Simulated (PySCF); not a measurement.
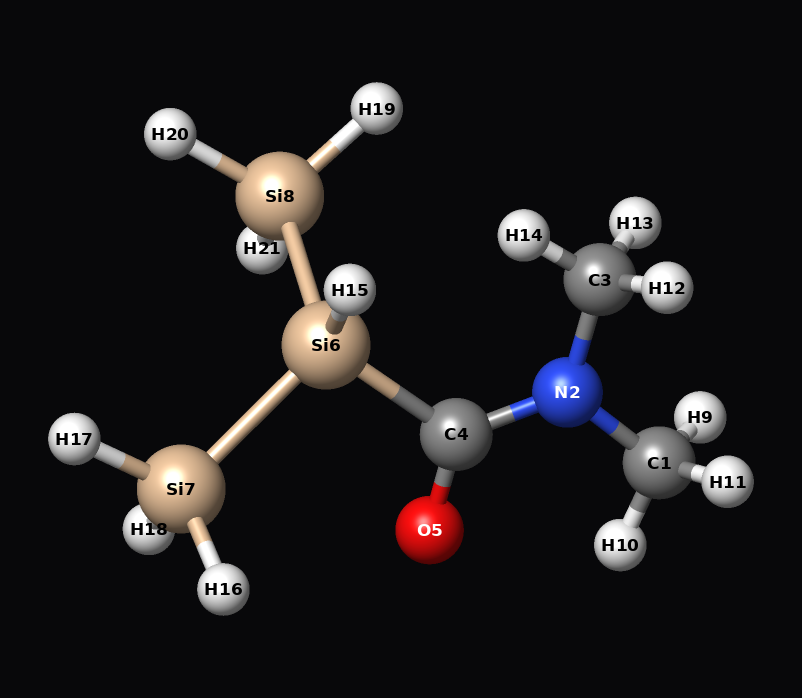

Every bond is drawn as one stick. Computed geometry: PBE0-D3(BJ)/def2-SVP optimisation. No frequency run is at hand to confirm it as a minimum. Computed with PBE0/pcSseg-1 (PySCF 2.14.0).

Which bond between heavy atoms has the lowest Mayer bond order?

Answer. C4–Si6, 0.80, at 1.942 Å.

List the Mayer bond orders of C1–N2, N2–C3, N2–C4, C4–O5, C4–Si6, Si6–Si7, Si6–Si8 (bonds between heavy atoms, one of each equivalent set).

```
   bond  Mayer order  length (Å)
  C1–N2         0.93       1.443
  N2–C3         0.95       1.437
  N2–C4         1.13       1.361
  C4–O5         1.78       1.224
 C4–Si6         0.80       1.942
Si6–Si7         0.92       2.338
Si6–Si8         0.89       2.345
```
